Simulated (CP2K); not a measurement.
**AlH3Br− (SMILES [AlH3-][Br]): PM3**

What is the energy change on altering one bond length of AlH3Br− at PM3? 

Program for the calculation: CP2K 2026.2.

3 further runs of the same task are left out: 1 that didn't finish, 2 set aside as unsound or not needed.

**1. The structure to begin with**

The species is AlH3Br− (5 atoms), meant as a singlet with charge -1. SMILES: `[AlH3-][Br]`. Geometry: a GFN2-xTB relaxation, a rough one for these elements and not checked as a minimum.

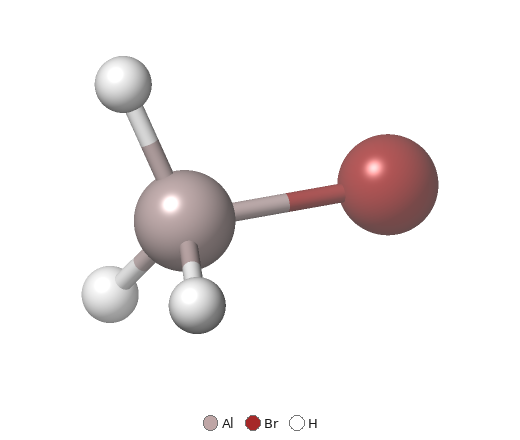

Viewed from a chosen angle; aluminium light grey, bromine red, hydrogen white.

**2. Energy and gradient at PM3**

molecule.xyz

```xyz
5

Al     0.111890    -0.001540    -0.142390
Br    -1.314590     0.020460     1.667290
H      0.134100     1.487580    -0.738230
H     -0.483530    -1.058610    -1.191520
H      1.552130    -0.447890     0.404850
```

qs.inp

```
&GLOBAL
 PROJECT_NAME qs
 RUN_TYPE ENERGY_FORCE
 PRINT_LEVEL MEDIUM
&END GLOBAL

&FORCE_EVAL
 METHOD Quickstep
 &DFT
  CHARGE -1
  MULTIPLICITY 1
  ! Quickstep
  &QS
   METHOD PM3
   EPS_DEFAULT 1.0E-10
   &SE
    &COULOMB
     CUTOFF [angstrom] 50
     RC_RANGE [angstrom] 0
    &END COULOMB
    &EXCHANGE
     CUTOFF [angstrom] 50
     RC_RANGE [angstrom] 0
    &END EXCHANGE
   &END SE
  &END QS
  ! cluster boundary conditions
  &POISSON
   PERIODIC NONE
   POISSON_SOLVER ANALYTIC
  &END POISSON
  ! self-consistent field
  &SCF
   SCF_GUESS ATOMIC
   EPS_SCF 1.0E-07
   MAX_SCF 80
   ADDED_MOS 8
   &DIAGONALIZATION
    ALGORITHM STANDARD
   &END DIAGONALIZATION
   &MIXING
    METHOD DIRECT_P_MIXING
    ALPHA 0.4
   &END MIXING
  &END SCF
  ! extra output
  &PRINT
   &MOMENTS
    PERIODIC F
    REFERENCE COM
    MAX_MOMENT 1
   &END MOMENTS
   &MO ON
    ENERGIES T
    OCCUPATION_NUMBERS T
    NDIGITS 6
    &EACH
     QS_SCF 0
    &END EACH
    ADD_LAST NUMERIC
   &END MO
   &HIRSHFELD OFF
   &END HIRSHFELD
  &END PRINT
 &END DFT
 &SUBSYS
  &CELL
   ABC [angstrom] 18.9 18.5 18.9
   PERIODIC NONE
  &END CELL
  &TOPOLOGY
   COORD_FILE_NAME molecule.xyz
   COORD_FILE_FORMAT XYZ
   &CENTER_COORDINATES
   &END CENTER_COORDINATES
  &END TOPOLOGY
 &END SUBSYS
 &PRINT
  &FORCES ON
  &END FORCES
 &END PRINT
&END FORCE_EVAL
```

Started as:

```bash
$ OMP_NUM_THREADS=1 cp2k.psmp qs.inp > qs.out
```

Log:

```text
CP2K| version string:                                       CP2K version 2026.2
[...]
 GLOBAL| Method name                                                        CP2K
[...]
 GLOBAL| Run type                                                   ENERGY_FORCE
[...]
 *** WARNING in qs_environment.F:2210 :: More added MOs requested than     ***
 *** available. The full set of unoccupied MOs will be used. Use           ***
 *** 'ADDED_MOS -1' to always use all available MOs and to get rid of this ***
[...]
                             - Atoms:                                          5
[...]
                             - Spherical basis functions:                     11
[...]
 Number of electrons:                                                         14
[...]
     1 P_Mix/Diag. 0.40E+00    0.0     0.69940805       -15.2504591919 -1.53E+01
[...]
    19 DIIS/Diag.  0.83E-07    0.0     0.00000005       -16.6167627691  3.20E-14
  *** SCF run converged in    19 steps ***
  Core-core repulsion energy [eV]:                            271.55173354702765
  Core Hamiltonian energy [eV]:                              -768.09756371598860
  Two-electron integral energy [eV]:                           88.76144001250999
  Electronic energy [eV]:                                    -723.71684370973355
  Total energy [eV]:                                         -452.16511016270590
  Atomic reference energy [eV]:                               450.00926056859072
  Heat of formation [kcal/mol]:                               -49.71507662238952
[...]
 SE_DIPOLE| Moment [Debye]          1.94797976      -0.03021778      -2.47150057
 SE_DIPOLE| Derivative [a.u.]       0.00000000       0.00000000       0.00000000
 ENERGY| Total FORCE_EVAL ( QS ) energy [hartree]            -16.616762769077699
 FORCES| Atomic forces [hartree/bohr]
 FORCES|   Atom     x               y               z               |f|
 FORCES|      1  6.14076606E-03 -9.30919691E-05 -7.70600151E-03   9.85393998E-03
 FORCES|      2 -7.89648674E-03  1.37244886E-04  1.00158243E-02   1.27550020E-02
 FORCES|      3  2.85404636E-03 -1.27782124E-02  1.20610619E-03   1.31484974E-02
 FORCES|      4  8.14429862E-03  8.97393202E-03  5.04439029E-03   1.31265734E-02
 FORCES|      5 -9.24262429E-03  3.76012742E-03 -8.56031928E-03   1.31470045E-02
 FORCES| Sum    -1.59594560E-16  1.04083409E-17  6.93889390E-18
 FORCES| Total atomic force                                       1.60084057E-16
[...]
```

It took 0.22 s on 1 thread of Arm Neoverse V2, shared host.

**3. The distorted shape, same level**

molecule.xyz

```xyz
5

Al     0.171423     0.104151    -0.037493
Br    -1.255057     0.126151     1.772187
H      0.193633     1.593271    -0.633333
H     -0.483530    -1.058610    -1.191520
H      1.611663    -0.342199     0.509747
```

gas.inp

```
&GLOBAL
 PROJECT_NAME gas
 RUN_TYPE ENERGY_FORCE
 PRINT_LEVEL MEDIUM
&END GLOBAL
&FORCE_EVAL
 METHOD QUICKSTEP
 &DFT
  CHARGE -1
  MULTIPLICITY 1
  &QS
   METHOD PM3
   EPS_DEFAULT 1.0E-10
   &SE
    &COULOMB
     CUTOFF [angstrom] 50
     RC_RANGE [angstrom] 0
    &END COULOMB
    &EXCHANGE
     CUTOFF [angstrom] 50
     RC_RANGE [angstrom] 0
    &END EXCHANGE
   &END SE
  &END QS
  &POISSON
   PERIODIC NONE
   POISSON_SOLVER ANALYTIC
  &END POISSON
  &SCF
   SCF_GUESS ATOMIC
   EPS_SCF 1.0E-07
   MAX_SCF 80
   ADDED_MOS 8
   &DIAGONALIZATION
    ALGORITHM STANDARD
   &END DIAGONALIZATION
   &MIXING
    METHOD DIRECT_P_MIXING
    ALPHA 0.4
   &END MIXING
  &END SCF
  &PRINT
   &MOMENTS
    PERIODIC F
    REFERENCE COM
    MAX_MOMENT 1
   &END MOMENTS
   &MO ON
    ENERGIES T
    OCCUPATION_NUMBERS T
    NDIGITS 6
    &EACH
     QS_SCF 0
    &END EACH
    ADD_LAST NUMERIC
   &END MO
   &HIRSHFELD OFF
   &END HIRSHFELD
  &END PRINT
 &END DFT
 &SUBSYS
  &CELL
   ABC [angstrom] 18.9 18.7 19
   PERIODIC NONE
  &END CELL
  &TOPOLOGY
   COORD_FILE_NAME molecule.xyz
   COORD_FILE_FORMAT XYZ
   &CENTER_COORDINATES
   &END CENTER_COORDINATES
  &END TOPOLOGY
 &END SUBSYS
 &PRINT
  &FORCES ON
  &END FORCES
 &END PRINT
&END FORCE_EVAL
```

Started as:

```bash
$ OMP_NUM_THREADS=1 cp2k.psmp -i gas.inp -o gas.out
```

Log:

```text
CP2K| version string:                                       CP2K version 2026.2
[...]
 GLOBAL| Method name                                                        CP2K
[...]
 GLOBAL| Run type                                                   ENERGY_FORCE
[...]
 *** WARNING in qs_environment.F:2210 :: More added MOs requested than     ***
 *** available. The full set of unoccupied MOs will be used. Use           ***
 *** 'ADDED_MOS -1' to always use all available MOs and to get rid of this ***
[...]
                             - Atoms:                                          5
[...]
                             - Spherical basis functions:                     11
[...]
 Number of electrons:                                                         14
[...]
     1 P_Mix/Diag. 0.40E+00    0.0     0.70535026       -15.2623757812 -1.53E+01
[...]
    21 DIIS/Diag.  0.21E-07    0.0     0.00000001       -16.6079705936 -3.20E-14
  *** SCF run converged in    21 steps ***
  Core-core repulsion energy [eV]:                            268.96070031681995
  Core Hamiltonian energy [eV]:                              -767.67068860991651
  Two-electron integral energy [eV]:                           93.56825078647985
  Electronic energy [eV]:                                    -720.88656321667668
  Total energy [eV]:                                         -451.92586289985667
  Atomic reference energy [eV]:                               450.00926056859072
  Heat of formation [kcal/mol]:                               -44.19790323667929
[...]
 SE_DIPOLE| Moment [Debye]          1.95957009      -0.05419186      -2.52637137
 SE_DIPOLE| Derivative [a.u.]       0.00000000       0.00000000       0.00000000
 ENERGY| Total FORCE_EVAL ( QS ) energy [hartree]            -16.607970593563550
 FORCES| Atomic forces [hartree/bohr]
 FORCES|   Atom     x               y               z               |f|
 FORCES|      1 -5.56267782E-03 -1.99285870E-02 -2.67361703E-02   3.38070225E-02
 FORCES|      2 -7.94441660E-03 -4.73960159E-05  9.76273350E-03   1.25867775E-02
 FORCES|      3  3.05682440E-03 -1.26108021E-02  6.74714606E-04   1.29935270E-02
 FORCES|      4  1.92318763E-02  2.90118920E-02  2.51817768E-02   4.29613411E-02
 FORCES|      5 -8.78160630E-03  3.57489311E-03 -8.88305461E-03   1.29925028E-02
 FORCES| Sum    -2.04697370E-16 -2.77555756E-17  5.55111512E-17
 FORCES| Total atomic force                                       2.13899213E-16
[...]
```

It took 0.22 s on 1 thread of Arm Neoverse V2, shared host.

**4. What came out**

Level: PM3.

| quantity | value |
| --- | --- |
| first shape: total energy | -16.61676 Eh |
| first shape: HOMO energy | -6.22 eV |
| first shape: LUMO energy | 3.75 eV |
| first shape: HOMO–LUMO gap | 9.97 eV |
| first shape: heat of formation at this unrelaxed shape | -49.7 kcal/mol |
| first shape: largest force on an atom | 0.676 eV/Å |
| distorted shape: total energy | -16.60797 Eh |
| distorted shape: HOMO energy | -6.14 eV |
| distorted shape: LUMO energy | 3.70 eV |
| distorted shape: HOMO–LUMO gap | 9.83 eV |
| distorted shape: heat of formation at this unrelaxed shape | -44.2 kcal/mol |
| distorted shape: largest force on an atom | 2.209 eV/Å |
| energy change with the Al1–H4 bond stretched from 1.604 to 1.764 Å | 0.239 eV |

In words: With the Al1–H4 bond stretched from 1.604 to 1.764 Å the energy rises by 0.24 eV (5.5 kcal/mol). The first shape isn't relaxed at this level, so the change isn't measured from a minimum. The largest force (first shape) is 0.68 eV/Å: the shape isn't a stationary point for this species at this level.
